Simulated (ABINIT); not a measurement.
## AlN (F-43m): G0W0 in ABINIT against the plane-wave cutoff

Wanted: the cheapest plane-wave cutoff that holds the gap of AlN (F-43m).

Method: PBE and many-body steps on it, plane waves, in ABINIT 10.8.3.

**1. Starting point**

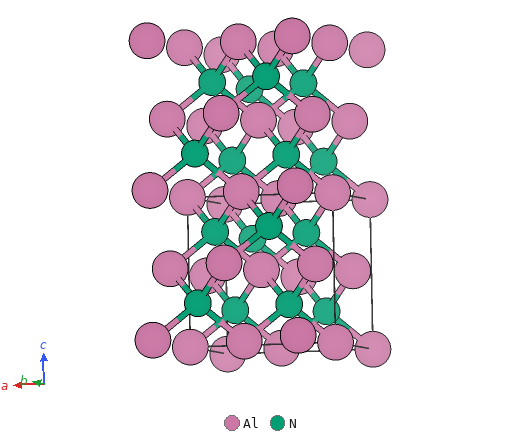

The starting structure, seen from a free direction (aluminium pink, nitrogen teal). 1×2×2 cells are drawn. This picture shows the conventional cell, with its axes. Bonds to atoms that aren't drawn are left out. Some periodic images of atoms are drawn too.

The cell and positions are those that the Materials Project relaxed with its own functionals (PBE, PBE+U or r2SCAN), kept fixed. This is not the form that AlN usually takes at ambient conditions.

**2. Empty states on the mesh, 6×6×6 mesh, 390 bands**

This step: ABINIT 10.8.3; DFT, PBE, plane waves, norm-conserving pseudopotentials.

The sums over transitions need many empty states on a uniform mesh; this step solves for them.

File run.abi:

```
acell 3*1.0 Angstrom
rprim 
  -0.000000000000 2.183993559600 2.183993559600
  2.183993559600 -0.000000000000 2.183993559600
  2.183993559600 2.183993559600 -0.000000000000
ntypat 2
znucl 13 7
natom 2
typat 1 2
xred 
  0.000000000000 0.000000000000 0.000000000000
  0.750000000000 0.750000000000 0.750000000000
pp_dirpath "pseudos"
pseudos "Al.upf, N.upf"
ecut 36
ngkpt 6 6 6
nshiftk 1
shiftk 0 0 0
kptopt 1
chksymbreak 0
irdden 1
istwfk *1
nband 390
prtvol 0
optdriver 6
gwr_task "HDIAGO"
paral_kgb 0
occopt 1
indata_prefix "in"
outdata_prefix "out"
tmpdata_prefix "tmp"
```

Launch:

```bash
$ OMP_NUM_THREADS=1 mpirun -n 8 abinit run.abi > log
```

The log of the run:

```text
.Version 10.8.3 of ABINIT. v10.8.2 released Aug 2026.

 Symmetries : space group F-4 3 m (#216); Bravais cF (face-center cubic)
[... echo of the input left out ...]
== DATASET  1 ==================================================================
-   mpi_nproc: 8, omp_nthreads: 1 (-1 if OMP is not activated)

--- !DatasetInfo
iteration_state: {dtset: 1, }
dimensions: {natom: 2, nkpt: 16, mband: 390, nsppol: 1, nspinor: 1, nspden: 1, mpw: 1464, }
cutoff_energies: {ecut:  36.0, pawecutdg:  -1.0, }
[...]
Indirect band gap semiconductor
 Fundamental gap:     3.325 (eV)
   VBM:     5.159 (eV) at k: [ 0.0000E+00,  0.0000E+00,  0.0000E+00]
   CBM:     8.483 (eV) at k: [ 5.0000E-01,  5.0000E-01,  0.0000E+00]
 Direct gap:         4.192 (eV) at k: [ 0.0000E+00,  0.0000E+00,  0.0000E+00]

== END DATASET(S) ==============================================================
================================================================================

 -outvars: echo values of variables after computation  --------
           etotal      0.0000000000E+00
            nband         390
             nkpt          16
          spgroup         216
 [... the other variables as echoed above ...]

 Calculation completed.
```

Wall time 3.8 s (8 MPI ranks of AMD EPYC 9R45, shared host); peak memory 1.5 GiB.

Numbers from this step:

```yaml
gap: 3.325 eV
k_of_the_valence_top: 0, 0, 0
k_of_the_conduction_bottom: 0.5, 0.5, 0
least_direct_gap: 4.192 eV
k_points_computed: 16
lowest_point_of_the_top_converged_band_above_the_valence_top: 381.4166 eV
```

On this mesh the gap is 3.325 eV.

The density comes from a self-consistent run that is not shown.

**3. Empty states on the mesh, 6×6×6 mesh, 107 bands**

run.abi: that of step 2 with these lines changed.

```diff
@@ -14,3 +14,3 @@
 pseudos "Al.upf, N.upf"
-ecut 36
+ecut 22
 ngkpt 6 6 6
@@ -22,3 +22,3 @@
 istwfk *1
-nband 390
+nband 107
 prtvol 0
```

The log of the run:

```text
[banner, memory and clock lines left out]
.Version 10.8.3 of ABINIT. v10.8.2 released Aug 2026.

 Symmetries : space group F-4 3 m (#216); Bravais cF (face-center cubic)
[... echo of the input left out ...]
== DATASET  1 ==================================================================
-   mpi_nproc: 8, omp_nthreads: 1 (-1 if OMP is not activated)

--- !DatasetInfo
iteration_state: {dtset: 1, }
dimensions: {natom: 2, nkpt: 16, mband: 107, nsppol: 1, nspinor: 1, nspden: 1, mpw: 702, }
cutoff_energies: {ecut:  22.0, pawecutdg:  -1.0, }
[...]
Integrated=    8.0000E+00

 === KS gaps after direct diagonalization ===
 Indirect band gap semiconductor
 Fundamental gap:     3.315 (eV)
   VBM:     5.180 (eV) at k: [ 0.0000E+00,  0.0000E+00,  0.0000E+00]
   CBM:     8.495 (eV) at k: [ 5.0000E-01,  5.0000E-01,  0.0000E+00]
 Direct gap:         4.148 (eV) at k: [ 0.0000E+00,  0.0000E+00,  0.0000E+00]

== END DATASET(S) ==============================================================

 -outvars: echo values of variables after computation  --------
           etotal      0.0000000000E+00
            nband         107
             nkpt          16
          spgroup         216
 [... the other variables as echoed above ...]

 Calculation completed.
```

The job ended after 1.8 s (8 MPI ranks; peak memory 0.09 GiB; 13 s of CPU time).

Numbers from this step:

* gap: 3.315 eV
* k of the valence top: 0, 0, 0
* k of the conduction bottom: 0.5, 0.5, 0
* least direct gap: 4.148 eV
* k points computed: 16
* lowest point of the top converged band, above the valence top: 142.2130 eV

On this mesh the gap is 3.315 eV.

**4. Empty states on the mesh, 6×6×6 mesh, 107 bands**

run.abi: that of step 3 with these lines changed.

```diff
@@ -14,3 +14,3 @@
 pseudos "Al.upf, N.upf"
-ecut 22
+ecut 29
 ngkpt 6 6 6
```

The log of the run:

```text
[banner, memory and clock lines left out]
.Version 10.8.3 of ABINIT. v10.8.2 released Aug 2026.

 Symmetries : space group F-4 3 m (#216); Bravais cF (face-center cubic)
[... echo of the input left out ...]
== DATASET  1 ==================================================================
-   mpi_nproc: 8, omp_nthreads: 1 (-1 if OMP is not activated)

--- !DatasetInfo
iteration_state: {dtset: 1, }
dimensions: {natom: 2, nkpt: 16, mband: 107, nsppol: 1, nspinor: 1, nspden: 1, mpw: 1067, }
cutoff_energies: {ecut:  29.0, pawecutdg:  -1.0, }
[...]
Integrated=    8.0000E+00

 === KS gaps after direct diagonalization ===
 Indirect band gap semiconductor
 Fundamental gap:     3.327 (eV)
   VBM:     5.158 (eV) at k: [ 0.0000E+00,  0.0000E+00,  0.0000E+00]
   CBM:     8.485 (eV) at k: [ 5.0000E-01,  5.0000E-01,  0.0000E+00]
 Direct gap:         4.188 (eV) at k: [ 0.0000E+00,  0.0000E+00,  0.0000E+00]

== END DATASET(S) ==============================================================

 -outvars: echo values of variables after computation  --------
           etotal      0.0000000000E+00
            nband         107
             nkpt          16
          spgroup         216
 [... the other variables as echoed above ...]

 Calculation completed.
```

Run time: 2.3 s. Hardware: 8 MPI ranks; peak memory 0.14 GiB; 17 s of CPU time.

Numbers from this step:

| Quantity | Value |
| --- | --- |
| gap | 3.327 eV |
| k of the valence top | 0, 0, 0 |
| k of the conduction bottom | 0.5, 0.5, 0 |
| least direct gap | 4.188 eV |
| k points computed | 16 |
| lowest point of the top converged band, above the valence top | 142.1178 eV |

On this mesh the gap is 3.327 eV.

**5. Empty states on the mesh, 6×6×6 mesh, 107 bands**

run.abi: that of step 4 with these lines changed.

```diff
@@ -14,3 +14,3 @@
 pseudos "Al.upf, N.upf"
-ecut 29
+ecut 45
 ngkpt 6 6 6
```

The log of the run:

```text
[banner, memory and clock lines left out]
.Version 10.8.3 of ABINIT. v10.8.2 released Aug 2026.

 Symmetries : space group F-4 3 m (#216); Bravais cF (face-center cubic)
[... echo of the input left out ...]
== DATASET  1 ==================================================================
-   mpi_nproc: 8, omp_nthreads: 1 (-1 if OMP is not activated)

--- !DatasetInfo
iteration_state: {dtset: 1, }
dimensions: {natom: 2, nkpt: 16, mband: 107, nsppol: 1, nspinor: 1, nspden: 1, mpw: 2085, }
cutoff_energies: {ecut:  45.0, pawecutdg:  -1.0, }
[...]
Integrated=    8.0000E+00

 === KS gaps after direct diagonalization ===
 Indirect band gap semiconductor
 Fundamental gap:     3.324 (eV)
   VBM:     5.159 (eV) at k: [ 0.0000E+00,  0.0000E+00,  0.0000E+00]
   CBM:     8.483 (eV) at k: [ 5.0000E-01,  5.0000E-01,  0.0000E+00]
 Direct gap:         4.192 (eV) at k: [ 0.0000E+00,  0.0000E+00,  0.0000E+00]

== END DATASET(S) ==============================================================

 -outvars: echo values of variables after computation  --------
           etotal      0.0000000000E+00
            nband         107
             nkpt          16
          spgroup         216
 [... the other variables as echoed above ...]

 Calculation completed.
```

Elapsed: 6.7 s, on 8 MPI ranks; peak memory 2.3 GiB.

This step gave:

| Property | Result |
| --- | --- |
| gap | 3.324 eV |
| k of the valence top | 0, 0, 0 |
| k of the conduction bottom | 0.5, 0.5, 0 |
| least direct gap | 4.192 eV |
| k points computed | 16 |
| lowest point of the top converged band, above the valence top | 142.0528 eV |

On this mesh the gap is 3.324 eV.

**6. Screening, 6×6×6 mesh, 99 bands, screening to 261.2 eV**

The RPA dielectric matrix is built and inverted for each q.

This step: RPA screening on PBE, plane waves, norm-conserving pseudopotentials.

run.abi: that of step 5 with these lines changed.

```diff
@@ -14,3 +14,3 @@
 pseudos "Al.upf, N.upf"
-ecut 45
+ecut 22
 ngkpt 6 6 6
@@ -20,10 +20,11 @@
 chksymbreak 0
-irdden 1
 istwfk *1
-nband 107
-prtvol 0
-optdriver 6
-gwr_task "HDIAGO"
-paral_kgb 0
 occopt 1
+irdwfk 1
+optdriver 3
+nband 99
+ecuteps 9.6
+inclvkb 2
+awtr 1
+symchi 1
 indata_prefix "in"
```

The log of the run:

```text
.Version 10.8.3 of ABINIT. v10.8.2 released Aug 2026.

 Symmetries : space group F-4 3 m (#216); Bravais cF (face-center cubic)
[... echo of the input left out ...]
== DATASET  1 ==================================================================
-   mpi_nproc: 8, omp_nthreads: 1 (-1 if OMP is not activated)

--- !DatasetInfo
iteration_state: {dtset: 1, }
dimensions: {natom: 2, nkpt: 16, mband: 99, nsppol: 1, nspinor: 1, nspden: 1, mpw: 702, }
cutoff_energies: {ecut:  22.0, pawecutdg:  -1.0, }
electrons: {nelect:   8.00000000E+00, charge:   0.00000000E+00, occopt:   1.00000000E+00, tsmear:   1.00000000E-02, }

 SCREENING: Calculation of the susceptibility and dielectric matrices

 Based on a program developped by R.W. Godby, V. Olevano, G. Onida, and L. Reining.
 Incorporated in ABINIT by V. Olevano, G.-M. Rignanese, and M. Torrent.
.Using double precision arithmetic ; gwpc =  8

[... cell and pseudopotentials left out ...]
--------------------------------------------------------------------------------

 ==== K-mesh for the wavefunctions ====
 Number of points in the irreducible wedge :    16
[... list of points left out ...]
 Together with 24 symmetry operations and time-reversal symmetry
 yields   216 points in the full Brillouin Zone.

 ==== Q-mesh for the screening function ====
 Number of points in the irreducible wedge :    16
[... list of points left out ...]
 Together with 24 symmetry operations and time-reversal symmetry
 yields   216 points in the full Brillouin Zone.

 setmesh: FFT mesh size selected  =    24x   24x   24
          total number of points  =        13824

 vcoul_init : cutoff-mode = AUXILIARY_FUNCTION
 q-points for optical limit:   1
     1)      0.000010    0.000020    0.000030

- screening: taking advantage of time-reversal symmetry
- Maximum band index for partially occupied states nbvw = 4
- Remaining bands to be divided among processors   nbcw = 95
- Number of bands treated by each node ~11

 Number of electrons calculated from density =    8.0000; Expected =    8.0000
 average of density, n =  0.056900
 r_s =    1.6129
 omega_plasma =   23.0097 [eV]

 calculating chi0 at frequencies [eV] :
  1    0.000000E+00    0.000000E+00
  2    0.000000E+00    2.300966E+01

--------------------------------------------------------------------------------
  q-point number  1        q = ( 0.000000, 0.000000, 0.000000) [r.l.u.]
--------------------------------------------------------------------------------
[... chi0 elements left out ...]
 For q-point:  0.000010 0.000020 0.000030
  dielectric constant =   4.3872
  dielectric constant without local fields =   4.8369

  Average fulfillment of the sum rule on Im[epsilon] for q-point    1 :     88.68  [%]
[... wings left out ...]
  q-point number  2        q = ( 0.166667, 0.000000, 0.000000) [r.l.u.]
--------------------------------------------------------------------------------
[... chi0 elements left out ...]
  Average fulfillment of the sum rule on Im[epsilon] for q-point    2 :     95.67  [%]

 [... 14 further q-points ...]
```

Wall time 11 s (8 MPI ranks); peak memory 1.1 GiB.

Numbers from this step:

| Property | Result |
| --- | --- |
| ε∞ with local fields, on this mesh, along the program's q direction | 4.387 |
| the same without local fields | 4.837 |
| plasma frequency | 23.01 eV |
| plane waves in the screening matrix | 181 |

Local fields lower ε∞ by 9 %.

**7. 22 Ha**

This step: G0W0 on PBE, plane waves, norm-conserving pseudopotentials.

run.abi: that of step 6 with these lines changed.

```diff
@@ -23,8 +23,17 @@
 irdwfk 1
-optdriver 3
+optdriver 4
 nband 99
+gwcalctyp 0
+ecutsigx 22
+symsigma 1
+nkptgw 2
+kptgw 
+  0.0000000000 0.0000000000 0.0000000000
+  0.5000000000 0.5000000000 0.0000000000
+bdgw 
+  2 8
+  3 6
 ecuteps 9.6
-inclvkb 2
-awtr 1
-symchi 1
+irdscr 1
+ppmodel 1
 indata_prefix "in"
```

The log of the run:

```text
.Version 10.8.3 of ABINIT. v10.8.2 released Aug 2026.

 Symmetries : space group F-4 3 m (#216); Bravais cF (face-center cubic)
[... echo of the input left out ...]
== DATASET  1 ==================================================================
-   mpi_nproc: 8, omp_nthreads: 1 (-1 if OMP is not activated)

--- !DatasetInfo
iteration_state: {dtset: 1, }
dimensions: {natom: 2, nkpt: 16, mband: 99, nsppol: 1, nspinor: 1, nspden: 1, mpw: 702, }
cutoff_energies: {ecut:  22.0, pawecutdg:  -1.0, }
electrons: {nelect:   8.00000000E+00, charge:   0.00000000E+00, occopt:   1.00000000E+00, tsmear:   1.00000000E-02, }

 SIGMA: Calculation of the GW corrections

 Based on a program developped by R.W. Godby, V. Olevano, G. Onida, and L. Reining.
 Incorporated in ABINIT by V. Olevano, G.-M. Rignanese, and M. Torrent.
.Using double precision arithmetic ; gwpc =  8

[... cell and pseudopotentials left out ...]
--------------------------------------------------------------------------------

 ==== K-mesh for the wavefunctions ====
 Number of points in the irreducible wedge :    16
[... list of points left out ...]
 Together with 24 symmetry operations and time-reversal symmetry
 yields   216 points in the full Brillouin Zone.

 ==== Q-mesh for screening function ====
 Number of points in the irreducible wedge :    16
[... list of points left out ...]
 Together with 24 symmetry operations and time-reversal symmetry
 yields   216 points in the full Brillouin Zone.

 vcoul_init : cutoff-mode = AUXILIARY_FUNCTION
 q-points for optical limit:   1
     1)      0.000010    0.000020    0.000030
 setmesh: FFT mesh size selected  =    25x   25x   25
          total number of points  =        15625

 Number of electrons calculated from density =    8.0000; Expected =    8.0000
 average of density, n =  0.056900
 r_s =    1.6129
 omega_plasma =   23.0097 [eV]

 === KS Band Gaps ===
  >>>> For spin  1
   Minimum direct gap =   4.1477 [eV], located at k-point      :   0.0000  0.0000  0.0000
   Fundamental gap    =   3.3147 [eV], Top of valence bands at :   0.0000  0.0000  0.0000
                                       Bottom of conduction at :   0.5000  0.5000  0.0000
 SIGMA fundamental parameters:
 PLASMON POLE MODEL  1
 number of plane-waves for SigmaX                  701
 number of plane-waves for SigmaC and W            181
 number of plane-waves for wavefunctions           701
 number of bands                                    99
 number of independent spin polarizations            1
 number of spinorial components                      1
 number of k-points in IBZ                          16
 number of q-points in IBZ                          16
 number of symmetry operations                      24
 number of k-points in BZ                          216
 number of q-points in BZ                          216
 number of frequencies for dSigma/dE                 9
 frequency step for dSigma/dE [eV]                0.25
 number of omega for Sigma on real axis              0
 max omega for Sigma on real axis  [eV]           0.00
 zcut for avoiding poles [eV]                     0.10

 EPSILON^-1 parameters (SCR file):
 dimension of the eps^-1 matrix on file            181
 dimension of the eps^-1 matrix used               181
 number of plane-waves for wavefunctions           701
 number of bands                                    99
 number of q-points in IBZ                          16
 number of frequencies                               2
 number of real frequencies                          1
 number of imag frequencies                          1

 matrix elements of self-energy operator (all in [eV])

 Perturbative Calculation

--- !SelfEnergy_ee
iteration_state: {dtset: 1, }
kpoint     : [   0.000,    0.000,    0.000, ]
spin       : 1
KS_gap     :    4.148
QP_gap     :    5.520
Delta_QP_KS:    1.372
data: !SigmaeeData |
     Band     E0 <VxcDFT>   SigX SigC(E0)      Z dSigC/dE  Sig(E)    E-E0       E
        2   5.180 -16.920 -20.933   2.955   0.786  -0.272 -17.752  -0.832   4.348
        3   5.180 -16.920 -20.933   2.955   0.786  -0.272 -17.752  -0.832   4.348
        4   5.180 -16.920 -20.933   2.955   0.786  -0.272 -17.752  -0.832   4.348
        5   9.328 -12.487  -8.030  -3.795   0.816  -0.226 -11.947   0.540   9.868
        6  17.757  -9.902  -4.105  -5.064   0.816  -0.225  -9.304   0.598  18.355
        7  17.757  -9.902  -4.105  -5.064   0.816  -0.225  -9.304   0.598  18.355
        8  17.757  -9.902  -4.105  -5.064   0.816  -0.225  -9.304   0.598  18.355

--- !SelfEnergy_ee
iteration_state: {dtset: 1, }
kpoint     : [   0.500,    0.500,    0.000, ]
spin       : 1
KS_gap     :    5.093
QP_gap     :    6.567
Delta_QP_KS:    1.474
data: !SigmaeeData |
     Band     E0 <VxcDFT>   SigX SigC(E0)      Z dSigC/dE  Sig(E)    E-E0       E
        3   3.402 -15.395 -20.094   3.255   0.782  -0.279 -16.524  -1.129   2.273
        4   3.402 -15.395 -20.094   3.255   0.782  -0.279 -16.524  -1.129   2.273
        5   8.495  -9.202  -5.018  -3.771   0.835  -0.197  -8.856   0.345   8.840
        6  13.821  -9.469  -4.395  -4.376   0.838  -0.193  -8.883   0.585  14.406

== END DATASET(S) ==============================================================
================================================================================

 -outvars: echo values of variables after computation  --------
           etotal      0.0000000000E+00
            nband          99
             nkpt          16
          spgroup         216
 [... the other variables as echoed above ...]

 Calculation completed.
```

Elapsed: 4.4 s, on 8 MPI ranks; peak memory 1.2 GiB.

This step gave:

| Quantity | Value |
| --- | --- |
| G0W0 gap on the points computed | 4.492 eV |
| starting gap on the mesh | 3.315 eV |
| k of the valence top | 0, 0, 0 |
| k of the conduction bottom | 0.5, 0.5, 0 |
| Z at the valence top | 0.786 |
| Z at the conduction bottom | 0.835 |
| least direct G0W0 gap on the computed points | 5.520 eV |

(Part 1 of 2 ends here.)

[Paths, hosts, dates, memory and timing lines, banners, echoed tables and standing remarks are left out of the program output.]

[Logs are printed without paths, hosts, clocks, repeated set-up lines and the standing remarks that a program may print on its own settings, such as how far it seeks lower states.]

[Runs of the session that timed out or met a known fault of the program may be left out.]

[Hosts, paths, dates, database ids (printed as entryN), source tags and the programs' standing remarks are cut or masked in the printed files.]

[G0W0 gaps are taken among the corrected bands and points alone; a level outside them can change the order at an edge.]

[Where Ansatz stands beside ABINIT at settings called matched, ABINIT's density can come from a denser mesh and the files from another edition; pairs whose starting gaps differed by over 0.03 eV were left out, so agreement reads better than it is.]
